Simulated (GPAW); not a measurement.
Run report: CH₃ClSi, geometry relaxation (part 5 of 5)

Continued. System: CH₃ClSi, SMILES C[Si]Cl. Method: optPBE-vdW/real-space grid, scalar-relativistic datasets (GPAW 26.7.0). The geometry comes from this level: UFF from SMILES.

Geometry of the input (Å):
```
C  -0.6411  -0.0599  0.0007
Si 0.8680  1.0362  -0.0765
Cl 2.5931  -0.1455  0.0277
H  -0.6379  -0.6269  0.9542
H  -1.5556  0.5657  -0.0545
H  -0.6266  -0.7697  -0.8517
```

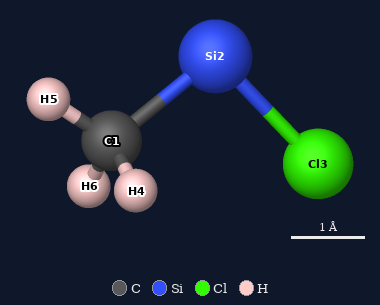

Fig. 1: The geometry at step 10 of the log (ball-and-stick view, seen at a tilt; atoms are numbered from 1 in the order of the input).

Trajectory as extended XYZ, continued
```
6
Properties=species:S:1:pos:R:3:forces:R:3 step=8 energy=-46.61191
C     5.4446    5.2278    5.3463   -0.0064   0.0284   0.0975
Si    6.9136    6.4457    5.2588   -0.0268   0.0055  -0.0031
Cl    8.4963    5.0322    5.3812    0.0849  -0.0079  -0.0030
H     5.4828    4.6461    6.2855   -0.0130   0.0500  -0.1068
H     4.4893    5.7702    5.3047   -0.0100  -0.0400  -0.0133
H     5.4874    4.5055    4.5159   -0.0109   0.0004   0.0100
6
Properties=species:S:1:pos:R:3:forces:R:3 step=9 energy=-46.61271
C     5.4438    5.2298    5.3475   -0.0042   0.0076   0.0128
Si    6.9156    6.4443    5.2586   -0.0094   0.0091  -0.0036
Cl    8.5057    5.0342    5.3810   -0.0037  -0.0208   0.0190
H     5.4794    4.6481    6.2836    0.0037   0.0001  -0.0348
H     4.4859    5.7664    5.3043   -0.0082  -0.0051  -0.0104
H     5.4848    4.5074    4.5163    0.0051   0.0031   0.0214
6
Properties=species:S:1:pos:R:3:forces:R:3 step=10 energy=-46.61286
C     5.4431    5.2329    5.3476   -0.0066  -0.0127  -0.0062
Si    6.9153    6.4463    5.2578    0.0023   0.0007  -0.0028
Cl    8.5034    5.0313    5.3826    0.0043   0.0105   0.0065
H     5.4821    4.6488    6.2810   -0.0029  -0.0016  -0.0011
H     4.4817    5.7631    5.3033    0.0027  -0.0006  -0.0052
H     5.4876    4.5091    4.5181    0.0021   0.0003   0.0009
6
Properties=species:S:1:pos:R:3:forces:R:3 step=11 energy=-46.61287
C     5.4430    5.2321    5.3474   -0.0005  -0.0024  -0.0051
Si    6.9153    6.4459    5.2577   -0.0011  -0.0008  -0.0025
Cl    8.5043    5.0323    5.3834   -0.0005   0.0036   0.0061
H     5.4812    4.6482    6.2808   -0.0024  -0.0030   0.0008
H     4.4824    5.7637    5.3028   -0.0012  -0.0020  -0.0051
H     5.4872    4.5085    4.5180    0.0030  -0.0016  -0.0027
```

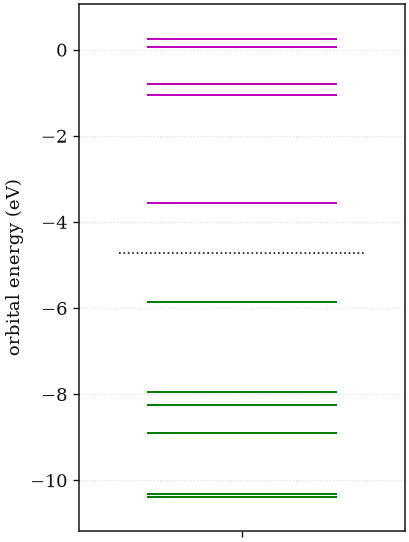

Fig. 2: Orbital energies near the frontier; the dotted line parts filled from empty levels, and levels within 0.02 eV of each other stand side by side. Highest filled −5.87 eV, lowest empty −3.57 eV, 2.30 eV apart.

Results in brief

- outcome: converged
- energy relative to the program's reference atoms: −46.6129 eV
- largest force: 0.007 eV/Å
- HOMO: −5.87 eV
- LUMO: −3.57 eV
- dipole moment: 1.85 D
- wall time: 10 min
- peak memory: 0.92 GiB
